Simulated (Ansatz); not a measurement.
**Geometry relaxation of Si4H10O4 (part 3 of 5)**

The same run, continued: Si4H10O4; RKS PBE-D4/STO-3G (Ansatz 0.2.0). The run did not end well. It belongs to a series of runs on one base structure; here: start relaxed. The run did not end well; see the last part.

Geometry of the input (Å):
```
Si 0.0000  0.0000  0.0000
O  0.0000  0.0000  1.6800
H  -0.9095  -0.2814  2.0171
O  1.5842  0.0000  -0.5594
Si 2.4906  -1.3762  -0.8866
H  1.6598  -2.3521  -1.5857
H  3.6318  -1.0202  -1.7249
H  2.9691  -1.9538  0.3660
O  -0.7913  1.3709  -0.5594
Si -2.4002  1.4263  -1.0396
H  -3.2124  0.6421  -0.1138
H  -2.8620  2.8114  -1.0378
H  -2.5267  0.8736  -2.3850
O  -0.7913  -1.3709  -0.5594
Si -1.6730  -2.4329  0.3983
H  -1.2634  -2.2870  1.7920
H  -3.0964  -2.1323  0.2761
H  -1.4264  -3.8036  -0.0398
```

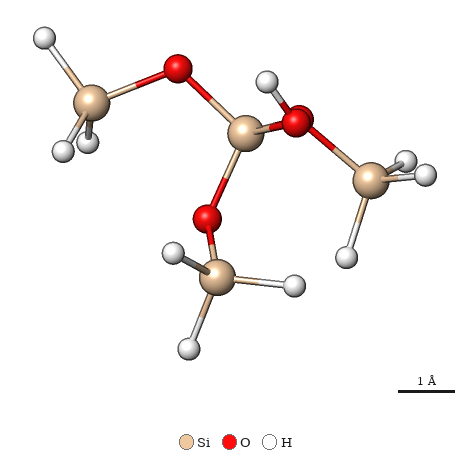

Figure 1. The geometry at step 17 of the log (ball-and-stick view, seen at a tilt).

### Trajectory as extended XYZ, continued
```
18
Properties=species:S:1:pos:R:3:forces:R:3 step=10 energy=-39359.86193
Si   -0.0772    0.0036    0.0672    0.0111  -0.0100  -0.0085
O     0.3481   -0.2299    1.7213   -0.1240   0.0926   0.0936
H    -0.3205    0.3932    2.2122    0.1106  -0.0967  -0.0899
O     1.3524    0.0696   -0.8489   -0.0115  -0.0034  -0.0023
Si    2.3000   -1.3640   -0.8367   -0.0072  -0.0144   0.0392
H     1.5992   -2.5027   -1.4335    0.0119   0.0197  -0.0217
H     3.4899   -1.0663   -1.6220   -0.0207  -0.0092   0.0012
H     2.7005   -1.7668    0.5125    0.0140   0.0181  -0.0124
O    -0.8948    1.4820   -0.1246   -0.0035  -0.0091  -0.0115
Si   -2.3384    1.3440   -1.0592   -0.0192  -0.0573  -0.0107
H    -3.3806    0.5541   -0.3990    0.0269   0.0290  -0.0129
H    -2.8241    2.7137   -1.1625    0.0072   0.0008  -0.0184
H    -2.1379    0.8146   -2.4094   -0.0066   0.0447   0.0444
O    -1.1137   -1.1699   -0.6044    0.0053   0.0072   0.0009
Si   -1.6880   -2.4893    0.3232    0.0051  -0.0410  -0.0257
H    -1.0700   -2.6015    1.6442   -0.0296   0.0037  -0.0107
H    -3.1353   -2.3541    0.4819    0.0247   0.0087   0.0358
H    -1.4265   -3.7166   -0.4241    0.0052   0.0166   0.0096
18
Properties=species:S:1:pos:R:3:forces:R:3 step=11 energy=-39359.86532
Si   -0.0890   -0.0059    0.0690   -0.0246   0.0289   0.0309
O     0.3126   -0.2429    1.7284    0.0524  -0.0643  -0.0170
H    -0.3222    0.4119    2.2115   -0.0448   0.0462  -0.0141
O     1.3462    0.0674   -0.8365   -0.0124  -0.0075   0.0037
Si    2.3023   -1.3598   -0.8270    0.0065   0.0019   0.0017
H     1.6057   -2.5019   -1.4205   -0.0006  -0.0014   0.0003
H     3.4805   -1.0566   -1.6264   -0.0005  -0.0007  -0.0013
H     2.7236   -1.7535    0.5180   -0.0012   0.0055  -0.0019
O    -0.9012    1.4745   -0.1245    0.0072   0.0077  -0.0024
Si   -2.3373    1.3515   -1.0702   -0.0025   0.0049   0.0003
H    -3.3910    0.5736   -0.4177    0.0009   0.0013  -0.0012
H    -2.8071    2.7261   -1.1819    0.0014   0.0004  -0.0033
H    -2.1307    0.8241   -2.4175    0.0003   0.0047  -0.0016
O    -1.1207   -1.1800   -0.6090    0.0181  -0.0159   0.0050
Si   -1.6824   -2.5025    0.3237   -0.0047  -0.0175  -0.0077
H    -1.0119   -2.6517    1.6134    0.0079  -0.0040   0.0055
H    -3.1155   -2.3412    0.5621    0.0045   0.0042   0.0064
H    -1.4791   -3.7190   -0.4569   -0.0078   0.0054  -0.0034
18
Properties=species:S:1:pos:R:3:forces:R:3 step=12 energy=-39359.86762
Si   -0.1153   -0.0209    0.0777   -0.0818   0.0570  -0.0027
O     0.2503   -0.2649    1.7432    0.0435  -0.0535   0.0412
H    -0.3203    0.4603    2.2070   -0.0229   0.0238  -0.0349
O     1.3260    0.0631   -0.8152    0.0045  -0.0132  -0.0062
Si    2.3006   -1.3509   -0.8082    0.0087   0.0172  -0.0132
H     1.6076   -2.5078   -1.3764   -0.0051  -0.0154   0.0170
H     3.4552   -1.0417   -1.6390    0.0070   0.0017   0.0042
H     2.7599   -1.7195    0.5318   -0.0146   0.0000  -0.0088
O    -0.9183    1.4642   -0.1149    0.0012   0.0196  -0.0076
Si   -2.3320    1.3705   -1.0960    0.0198   0.0700   0.0344
H    -3.4114    0.6063   -0.4725   -0.0149  -0.0181   0.0020
H    -2.7764    2.7532   -1.2169   -0.0009  -0.0087   0.0149
H    -2.0997    0.8505   -2.4396    0.0110  -0.0393  -0.0421
O    -1.1394   -1.1972   -0.6089    0.0469  -0.0683   0.0317
Si   -1.6665   -2.5348    0.3273   -0.1294  -0.1098   0.1205
H    -0.8736   -2.7715    1.5441   -0.1046   0.0140  -0.2106
H    -3.0695   -2.3232    0.7289    0.2682  -0.0573  -0.0808
H    -1.5946   -3.7219   -0.5343   -0.0365   0.1802   0.1410
18
Properties=species:S:1:pos:R:3:forces:R:3 step=13 energy=-39359.87263
Si   -0.1167   -0.0193    0.0767   -0.0608   0.0344  -0.0015
O     0.2501   -0.2620    1.7431    0.0137  -0.0282   0.0212
H    -0.3293    0.4592    2.2032   -0.0094   0.0127  -0.0205
O     1.3249    0.0636   -0.8161    0.0023  -0.0074  -0.0086
Si    2.2999   -1.3499   -0.8053    0.0028   0.0085  -0.0040
H     1.6076   -2.5099   -1.3683   -0.0030  -0.0093   0.0092
H     3.4558   -1.0431   -1.6351    0.0046   0.0014   0.0006
H     2.7570   -1.7148    0.5361   -0.0082   0.0013  -0.0022
O    -0.9184    1.4665   -0.1180    0.0158   0.0069   0.0075
Si   -2.3319    1.3735   -1.0982   -0.0001   0.0433   0.0187
H    -3.4105    0.6072   -0.4755   -0.0110  -0.0124   0.0043
H    -2.7775    2.7558   -1.2164    0.0000  -0.0072   0.0033
H    -2.0990    0.8493   -2.4409    0.0076  -0.0187  -0.0312
O    -1.1374   -1.1993   -0.6089    0.0502  -0.0435   0.0139
Si   -1.6637   -2.5360    0.3270   -0.0780  -0.0763   0.0749
H    -0.8553   -2.7907    1.5247   -0.0599   0.0112  -0.1208
H    -3.0545   -2.3193    0.7476    0.1531  -0.0267  -0.0347
H    -1.6182   -3.7168   -0.5376   -0.0198   0.1102   0.0699
18
Properties=species:S:1:pos:R:3:forces:R:3 step=14 energy=-39359.88950
Si   -0.1248   -0.0252    0.0783    0.0006  -0.0116   0.0053
O     0.2090   -0.2833    1.7510   -0.0351   0.0044  -0.0039
H    -0.3385    0.4709    2.1981    0.0086   0.0021  -0.0055
O     1.3265    0.0789   -0.7979   -0.0028   0.0114  -0.0064
Si    2.3063   -1.3315   -0.7894   -0.0015  -0.0107   0.0122
H     1.6139   -2.5014   -1.3327    0.0075   0.0041   0.0037
H     3.4533   -1.0273   -1.6324    0.0022   0.0041  -0.0014
H     2.7777   -1.6817    0.5511   -0.0028   0.0016  -0.0054
O    -0.9331    1.4569   -0.1157   -0.0080   0.0156   0.0052
Si   -2.3309    1.3679   -1.1185   -0.0024  -0.0133   0.0125
H    -3.4079    0.5782   -0.5198    0.0050   0.0049  -0.0071
H    -2.7906    2.7457   -1.2269    0.0016   0.0063  -0.0013
H    -2.0708    0.8552   -2.4624    0.0033   0.0040  -0.0013
O    -1.0974   -1.2332   -0.6253    0.0318  -0.0323  -0.0207
Si   -1.6610   -2.5391    0.3303   -0.0191  -0.0163   0.0199
H    -0.7668   -2.9200    1.4231    0.0031   0.0012  -0.0294
H    -2.9717   -2.2225    0.9005    0.0309  -0.0017   0.0136
H    -1.8103   -3.6744   -0.5734   -0.0229   0.0264   0.0101
18
Properties=species:S:1:pos:R:3:forces:R:3 step=15 energy=-39359.89638
Si   -0.1363   -0.0301    0.0756    0.0312  -0.0281   0.0121
O     0.1797   -0.2859    1.7540   -0.0773   0.0252  -0.0422
H    -0.3646    0.4800    2.1863    0.0258  -0.0132   0.0161
O     1.3211    0.0796   -0.7902   -0.0053   0.0167  -0.0041
Si    2.3094   -1.3247   -0.7722   -0.0188  -0.0223   0.0170
H     1.6235   -2.5050   -1.3013    0.0111   0.0126  -0.0097
H     3.4534   -1.0197   -1.6193    0.0011   0.0007  -0.0009
H     2.7831   -1.6623    0.5702    0.0082   0.0094   0.0049
O    -0.9419    1.4534   -0.1227    0.0119  -0.0096   0.0287
Si   -2.3322    1.3749   -1.1339   -0.0138  -0.0040  -0.0095
H    -3.4157    0.5851   -0.5479    0.0026  -0.0018   0.0003
H    -2.7862    2.7549   -1.2392    0.0003   0.0000  -0.0072
H    -2.0616    0.8639   -2.4764   -0.0006   0.0080  -0.0037
O    -1.0921   -1.2497   -0.6312    0.0310   0.0040  -0.0558
Si   -1.6492   -2.5519    0.3310   -0.0842  -0.2109   0.1389
H    -0.6698   -3.0179    1.3306   -0.2045   0.0643  -0.2147
H    -2.8938   -2.1848    1.0318    0.2353  -0.0789  -0.0851
H    -1.9438   -3.6457   -0.6069    0.0462   0.2279   0.2149
18
Properties=species:S:1:pos:R:3:forces:R:3 step=16 energy=-39359.90632
Si   -0.1376   -0.0334    0.0727    0.0481  -0.0200   0.0212
O     0.1620   -0.2974    1.7527   -0.0857   0.0298  -0.0273
H    -0.3752    0.4741    2.1850    0.0358  -0.0278  -0.0020
O     1.3253    0.0858   -0.7833   -0.0220   0.0205   0.0066
Si    2.3146   -1.3179   -0.7639    0.0223  -0.0079  -0.0195
H     1.6356   -2.4971   -1.3039    0.0045   0.0057   0.0224
H     3.4591   -1.0103   -1.6094    0.0039   0.0089   0.0047
H     2.7909   -1.6508    0.5792   -0.0119  -0.0094  -0.0037
O    -0.9474    1.4478   -0.1235   -0.0098  -0.0011   0.0078
Si   -2.3329    1.3689   -1.1426   -0.0019  -0.0110  -0.0149
H    -3.4130    0.5672   -0.5647    0.0124   0.0088  -0.0144
H    -2.7942    2.7465   -1.2435   -0.0037   0.0049   0.0051
H    -2.0532    0.8712   -2.4893   -0.0018  -0.0002   0.0217
O    -1.0766   -1.2612   -0.6424   -0.0006  -0.0299  -0.0624
Si   -1.6510   -2.5473    0.3324   -0.1044  -0.1921   0.1643
H    -0.6514   -3.0715    1.2773   -0.1469   0.0702  -0.1635
H    -2.8413   -2.1417    1.1033    0.2174  -0.0770  -0.1230
H    -2.0309   -3.6190   -0.5978    0.0443   0.2275   0.1771
18
Properties=species:S:1:pos:R:3:forces:R:3 step=17 energy=-39359.92127
Si   -0.1391   -0.0467    0.0635    0.0600  -0.0058  -0.0021
O     0.1224   -0.3357    1.7449   -0.0786   0.0279   0.0217
H    -0.3871    0.4525    2.1817    0.0464  -0.0486  -0.0426
O     1.3345    0.1006   -0.7712   -0.0256   0.0226   0.0088
Si    2.3327   -1.2982   -0.7589   -0.0103  -0.0256   0.0451
H     1.6619   -2.4796   -1.3030    0.0117   0.0116  -0.0281
H     3.4837   -0.9752   -1.5905   -0.0085  -0.0030   0.0088
H     2.7918   -1.6455    0.5869    0.0141   0.0216  -0.0138
O    -0.9620    1.4288   -0.1205   -0.0419   0.0170  -0.0340
Si   -2.3347    1.3523   -1.1596    0.0192  -0.0212   0.0283
H    -3.4100    0.5263   -0.6063    0.0203   0.0159  -0.0220
H    -2.8132    2.7255   -1.2412    0.0028  -0.0014  -0.0041
H    -2.0329    0.8764   -2.5099   -0.0009   0.0103   0.0290
O    -1.0437   -1.2916   -0.6690   -0.0327  -0.0513  -0.0253
Si   -1.6533   -2.5335    0.3474   -0.2486  -0.1039   0.0829
H    -0.6195   -3.1498    1.1899   -0.1347   0.0315  -0.0997
H    -2.7436   -2.0470    1.2199    0.2801  -0.1173  -0.1721
H    -2.2049   -3.5456   -0.5660    0.1271   0.2198   0.2193
18
Properties=species:S:1:pos:R:3:forces:R:3 step=18 energy=-39359.92998
Si   -0.1599   -0.0846    0.0279   -0.1321   0.0989  -0.1294
O     0.0091   -0.4405    1.7062    0.0366  -0.1223  -0.0895
H    -0.3751    0.4190    2.1209   -0.0703   0.1433   0.2327
O     1.3343    0.1096   -0.7480    0.0264  -0.0230  -0.0088
Si    2.3446   -1.2816   -0.7346    0.1230   0.0235  -0.1333
H     1.7054   -2.4598   -1.3207   -0.0169   0.0056   0.0179
H     3.4924   -0.9154   -1.5523    0.0259  -0.0352   0.0209
H     2.8098   -1.6447    0.6038   -0.0357   0.0252   0.0211
O    -0.9780    1.4022   -0.1219    0.2404  -0.0789   0.1538
Si   -2.3352    1.3472   -1.1647   -0.1565   0.0362  -0.1753
H    -3.4180    0.5130   -0.6433   -0.0104  -0.0044   0.0010
H    -2.8099    2.7221   -1.2389   -0.0080  -0.0028   0.0080
H    -2.0053    0.8887   -2.5124   -0.0321  -0.0014  -0.0296
O    -1.0521   -1.3328   -0.7305    0.1552   0.1633   0.0886
Si   -1.6479   -2.5059    0.3759   -0.0321  -0.1307   0.0015
H    -0.5943   -3.2011    1.1151   -0.0177  -0.0065  -0.0261
H    -2.6055   -1.9599    1.3354   -0.0225   0.0082   0.0164
H    -2.3314   -3.4615   -0.4799   -0.0733  -0.0991   0.0302
18
Properties=species:S:1:pos:R:3:forces:R:3 step=19 energy=-39359.92866 accepted=F
Si   -0.1786   -0.1012    0.0491    0.0855  -0.0687  -0.2016
O    -0.0475   -0.4465    1.7367   -0.1190   0.7726   0.2389
H    -0.2419    0.4986    2.1530    0.1353  -0.6937  -0.1859
O     1.3132    0.1002   -0.7372    0.0375   0.0223   0.0094
Si    2.3661   -1.2564   -0.7446   -0.0327  -0.0158   0.0679
H     1.7681   -2.4370   -1.3695    0.0192   0.0114  -0.0075
H     3.5370   -0.8496   -1.5075   -0.0050   0.0017  -0.0205
H     2.7909   -1.6357    0.6033   -0.0001  -0.0117   0.0018
O    -0.9590    1.3882   -0.1804   -0.1587   0.0986   0.0002
Si   -2.3417    1.3672   -1.2069    0.1125  -0.0535   0.1200
H    -3.4221    0.5334   -0.6782    0.0070  -0.0096  -0.0061
H    -2.8044    2.7474   -1.2373    0.0083   0.0084  -0.0228
H    -2.0523    0.9266   -2.5716    0.0111   0.0089   0.0181
O    -1.0238   -1.3828   -0.6835   -0.0753  -0.0866  -0.0137
Si   -1.6730   -2.5565    0.3932   -0.0233   0.0155   0.0155
H    -0.6388   -3.3340    1.0742    0.0133   0.0296   0.0241
H    -2.5722   -1.9849    1.3958    0.0079  -0.0227  -0.0071
H    -2.4371   -3.4633   -0.4506   -0.0234  -0.0068  -0.0306
18
Properties=species:S:1:pos:R:3:forces:R:3 step=20 energy=-39359.94387
Si   -0.1583   -0.0911    0.0208    0.0069  -0.0283   0.0531
O     0.0105   -0.4531    1.6996    0.0251  -0.0257  -0.0278
H    -0.3271    0.4145    2.1450   -0.0092   0.0328   0.0438
O     1.3296    0.1149   -0.7723   -0.0075   0.0139  -0.0081
Si    2.3655   -1.2575   -0.7490    0.0010  -0.0353   0.0121
H     1.7467   -2.4400   -1.3477    0.0095  -0.0070  -0.0046
H     3.5368   -0.8898   -1.5311    0.0017   0.0174   0.0023
H     2.7876   -1.6157    0.6058    0.0012   0.0079  -0.0109
O    -0.9741    1.3932   -0.1312    0.0106  -0.0005  -0.0095
Si   -2.3367    1.3514   -1.1788   -0.0266   0.0051  -0.0298
H    -3.4098    0.4975   -0.6675    0.0010   0.0076  -0.0068
H    -2.8216    2.7239   -1.2245   -0.0002  -0.0032   0.0009
H    -2.0131    0.9159   -2.5368   -0.0067   0.0053   0.0021
O    -1.0194   -1.3700   -0.7084   -0.0097   0.0150  -0.0364
Si   -1.6746   -2.5223    0.3890    0.0252   0.0162   0.0337
H    -0.6467   -3.2582    1.1233   -0.0069  -0.0092  -0.0003
H    -2.6078   -1.9380    1.3519   -0.0004  -0.0032  -0.0028
H    -2.4046   -3.4618   -0.4501   -0.0152  -0.0088  -0.0112
18
Properties=species:S:1:pos:R:3:forces:R:3 step=21 energy=-39359.94538
Si   -0.1796   -0.1023    0.0450   -0.0121   0.0233  -0.0368
O     0.0272   -0.4645    1.7189    0.0002   0.0007  -0.0039
H    -0.2944    0.4034    2.1770   -0.0036  -0.0015   0.0063
O     1.2930    0.1110   -0.7744    0.0024  -0.0020   0.0004
Si    2.3517   -1.2440   -0.7604   -0.0021   0.0190   0.0040
H     1.7612   -2.4290   -1.3824    0.0032  -0.0045  -0.0051
H     3.5209   -0.8373   -1.5265    0.0024  -0.0053  -0.0026
H     2.7723   -1.6142    0.5911   -0.0015   0.0000   0.0016
O    -1.0076    1.3756   -0.1028    0.0008   0.0005   0.0086
Si   -2.3256    1.3645   -1.2081    0.0196   0.0123  -0.0099
H    -3.4425    0.5419   -0.7422    0.0089  -0.0075   0.0040
H    -2.7724    2.7495   -1.2733   -0.0009  -0.0116   0.0023
H    -1.9611    0.9209   -2.5535    0.0019   0.0015   0.0156
O    -1.0493   -1.3761   -0.6832    0.0063  -0.0113   0.0128
Si   -1.6738   -2.5453    0.4142   -0.0226  -0.0159  -0.0051
H    -0.6282   -3.2982    1.1061   -0.0045   0.0092  -0.0040
H    -2.5768   -1.9741    1.4133    0.0022  -0.0071  -0.0008
H    -2.4321   -3.4678   -0.4206   -0.0006   0.0001   0.0126
18
Properties=species:S:1:pos:R:3:forces:R:3 step=22 energy=-39359.94585
Si   -0.1797   -0.1051    0.0400   -0.0024   0.0014  -0.0052
O     0.0274   -0.4709    1.7133   -0.0090   0.0355   0.0199
H    -0.2891    0.3979    2.1758    0.0114  -0.0378  -0.0260
O     1.2918    0.1109   -0.7814   -0.0039  -0.0129  -0.0020
Si    2.3564   -1.2395   -0.7626    0.0066   0.0084  -0.0039
H     1.7769   -2.4280   -1.3890   -0.0031   0.0039   0.0039
H     3.5279   -0.8291   -1.5237   -0.0025   0.0015   0.0025
H     2.7723   -1.6068    0.5912   -0.0025  -0.0023  -0.0006
O    -1.0050    1.3745   -0.1032   -0.0041   0.0130   0.0007
Si   -2.3224    1.3642   -1.2089    0.0029  -0.0208   0.0173
H    -3.4290    0.5250   -0.7470    0.0014   0.0074  -0.0062
H    -2.7827    2.7450   -1.2626    0.0022  -0.0055  -0.0035
H    -1.9533    0.9300   -2.5555    0.0019   0.0102   0.0001
O    -1.0496   -1.3818   -0.6836   -0.0021  -0.0141   0.0059
Si   -1.6839   -2.5429    0.4179   -0.0088  -0.0024   0.0031
H    -0.6418   -3.2992    1.1112   -0.0059   0.0035  -0.0033
H    -2.5832   -1.9654    1.4168    0.0073   0.0006  -0.0064
H    -2.4502   -3.4649   -0.4106    0.0105   0.0104   0.0037
18
Properties=species:S:1:pos:R:3:forces:R:3 step=23 energy=-39359.94620
Si   -0.1803   -0.1100    0.0402   -0.0023   0.0024   0.0048
O     0.0340   -0.4730    1.7131    0.0027  -0.0018  -0.0036
H    -0.2889    0.3931    2.1740   -0.0013   0.0006  -0.0003
O     1.2865    0.1093   -0.7879   -0.0005  -0.0031  -0.0016
Si    2.3577   -1.2355   -0.7679   -0.0004   0.0042  -0.0003
H     1.7842   -2.4240   -1.3993    0.0001  -0.0017   0.0001
H     3.5301   -0.8179   -1.5233    0.0000   0.0010  -0.0005
H     2.7697   -1.6055    0.5863   -0.0011  -0.0007  -0.0005
O    -1.0097    1.3684   -0.0952    0.0042  -0.0002   0.0059
Si   -2.3192    1.3629   -1.2095   -0.0011  -0.0025   0.0000
H    -3.4278    0.5190   -0.7622   -0.0009  -0.0004  -0.0038
H    -2.7818    2.7429   -1.2574   -0.0014   0.0001  -0.0007
H    -1.9389    0.9412   -2.5569    0.0006   0.0017  -0.0003
O    -1.0479   -1.3900   -0.6801    0.0042   0.0002  -0.0041
Si   -1.6891   -2.5435    0.4247   -0.0025  -0.0003   0.0004
H    -0.6520   -3.3001    1.1242   -0.0002  -0.0023   0.0021
H    -2.5887   -1.9578    1.4180   -0.0004   0.0024   0.0011
H    -2.4551   -3.4658   -0.4028    0.0002   0.0004   0.0013
18
Properties=species:S:1:pos:R:3:forces:R:3 step=24 energy=-39359.94667
Si   -0.1862   -0.1237    0.0464    0.0023   0.0048   0.0107
O     0.0525   -0.4846    1.7163    0.0072  -0.0247  -0.0192
H    -0.2795    0.3757    2.1801   -0.0098   0.0272   0.0160
O     1.2666    0.1077   -0.8025    0.0043   0.0049   0.0004
Si    2.3581   -1.2206   -0.7844   -0.0098  -0.0078  -0.0042
H     1.8067   -2.4104   -1.4334    0.0043   0.0032  -0.0004
H     3.5316   -0.7784   -1.5244   -0.0058  -0.0018   0.0028
H     2.7610   -1.6000    0.5700    0.0031   0.0031  -0.0018
O    -1.0287    1.3497   -0.0684   -0.0115  -0.0143  -0.0067
Si   -2.3073    1.3630   -1.2190   -0.0016  -0.0118  -0.0153
H    -3.4261    0.5063   -0.8215    0.0181   0.0098  -0.0017
H    -2.7737    2.7420   -1.2536   -0.0024   0.0032   0.0020
H    -1.8875    0.9690   -2.5640   -0.0021   0.0043   0.0205
O    -1.0483   -1.4115   -0.6662    0.0094   0.0038  -0.0120
Si   -1.7039   -2.5481    0.4471    0.0020   0.0047   0.0036
H    -0.6768   -3.3123    1.1525    0.0048  -0.0048   0.0038
H    -2.5948   -1.9429    1.4364   -0.0055   0.0016   0.0031
H    -2.4808   -3.4671   -0.3733   -0.0070  -0.0052  -0.0016
```
